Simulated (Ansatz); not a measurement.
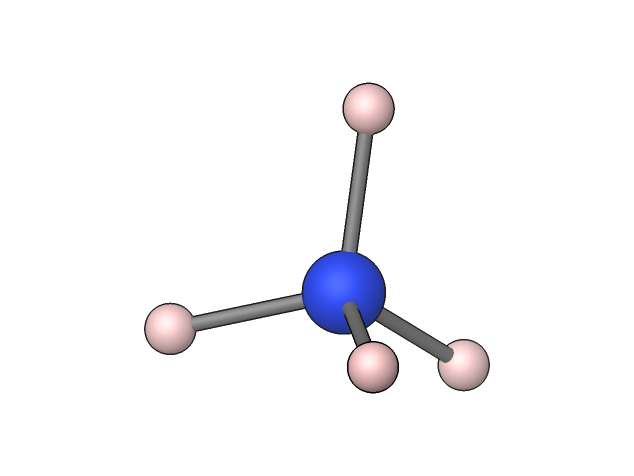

A ball-and-stick model of a molecule. Colours: silicon blue, hydrogen pink.

Give the formula.

SiH₄, 5 atoms: 1 silicon and 4 hydrogen.

Which point group does it belong to?

Td.

Count the bonded pairs by element.

4 Si–H. Sticks follow a distance rule.

The parts below concern this one geometry. Atoms keep their numbers from picture to picture. The computed structure is the end point of a PBE0-D4/def2-TZVP optimisation.

## Geometry

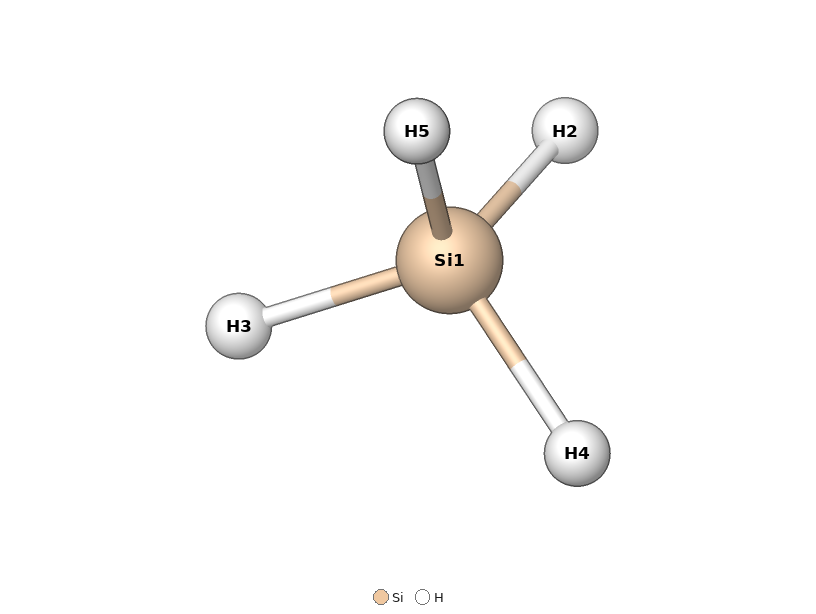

Numbered structure.

Describe the coordination of atom 1.

Si1 has 4 neighbours (H2 at 1.48, H3 at 1.48, H4 at 1.48, H5 at 1.48 Å); the arrangement is tetrahedral.

## Vibrations

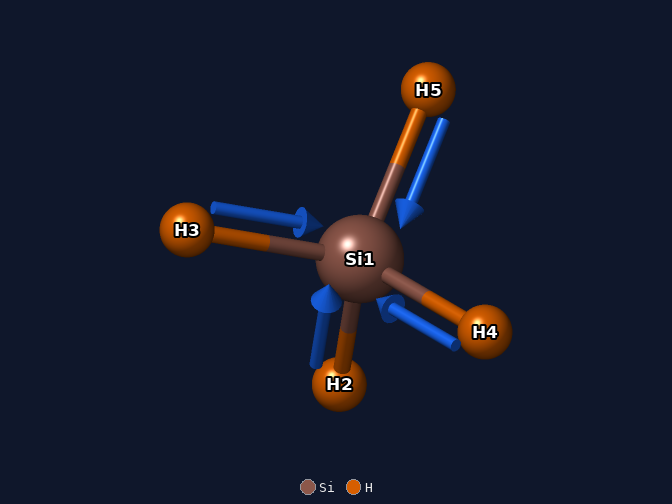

The arrows show one normal mode. Harmonic vibrations computed with RKS PBE0-D4/def2-TZVP (Ansatz 0.2.0) at a stationary point of the same level.

Describe the motion.

Mostly in-phase stretching of 4 Si–H bonds.

Estimate its harmonic wavenumber.

2235 cm⁻¹; it is mode 6 of 9 counted from the lowest.

## Thermal motion

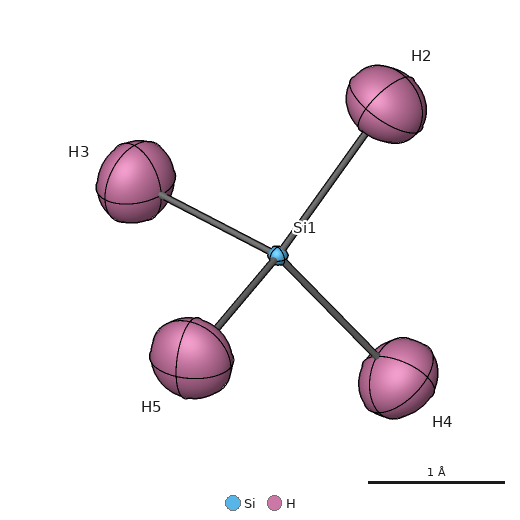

Displacement ellipsoids at the 50 % level, enlarged 2 times, from the internal vibrations of the free molecule (harmonic, no overall translation or rotation; no half-axis is drawn under 0.075 Å). Vibrations computed with RKS PBE0-D4/def2-TZVP (Ansatz 0.2.0). Temperature: 100 K.

Which atom has the largest mean-square displacement?

H2, H3, H4, H5, with U_eq = 0.0095 Å².

List U_eq and the three principal root-mean-square amplitudes for each kind of atom.

```
          atom  U_eq (Å²)   rms amplitudes (Å)
           Si1    0.00007  0.008, 0.008, 0.008
H2, H3, H4, H5     0.0095  0.085, 0.103, 0.103
```

## Charges

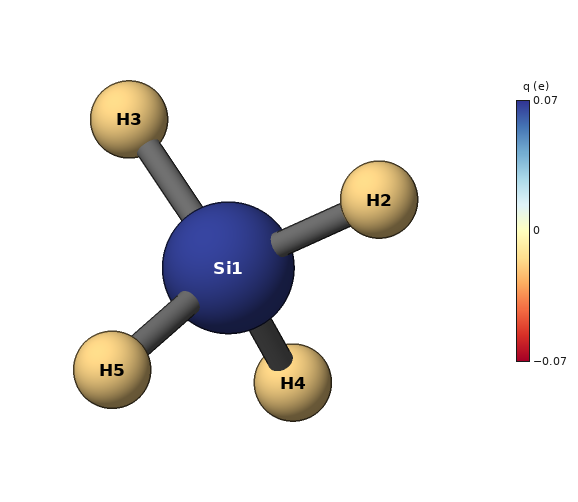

Atoms are coloured by their Mulliken charges. Level of theory: RKS PBE0-D4/def2-TZVP (Ansatz 0.2.0).

List the Mulliken charges.

```tsv
atom	value (e)
Si1	0.07
H2	−0.02
H3	−0.02
H4	−0.02
H5	−0.02
```

Mulliken values depend strongly on the basis set and can even reverse the polarity of a bond.
